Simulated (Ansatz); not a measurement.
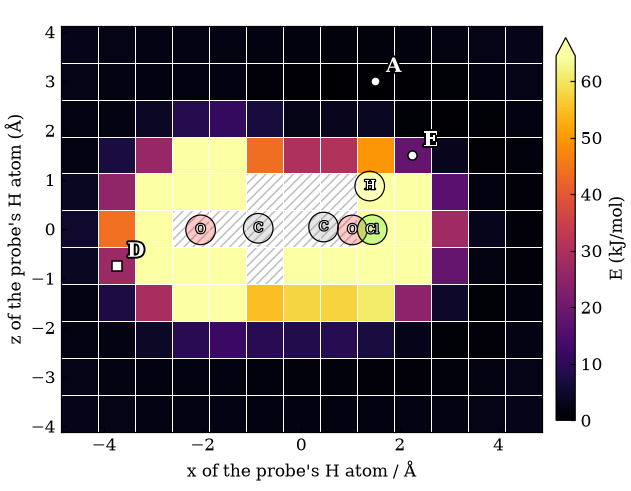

C₂HClO₂ (SMILES O=C=C(O)Cl) with the probe H. The probe is moved over the plane through the molecule's long axis and the normal of its main plane. First axis: x of the probe's H atom. Second axis: z of the probe's H atom. Nothing is relaxed (molecule and probe rigid). The grid has 13 × 11 points. At 9 points there is no value (left out of the scan, as a rule where atoms come close). Points are written as (first, second). All energies are given in kJ/mol relative to the lowest grid point. Energies and slopes of some neighbouring points disagree (a jump in structure or state, or too coarse a mesh). Computed with UKS PBE-D4/def2-SVP in Ansatz.

The picture shows one coloured cell a grid point, labelled circles for the molecule's atoms, projected on the plane, one colour for all values above the top of the scale, hatched blanks where no value was computed, lettered points.

Q: Is E the lowest point of the computed grid?

A: No. E lies 18 kJ/mol above the lowest grid point, which is at (1.50 Å, 3.00 Å) [nearest 1 H at 2.66 Å].

Q: Rank the lettered points by energy, lowest first.

A: A (0 kJ/mol), E (18 kJ/mol), D (27 kJ/mol).
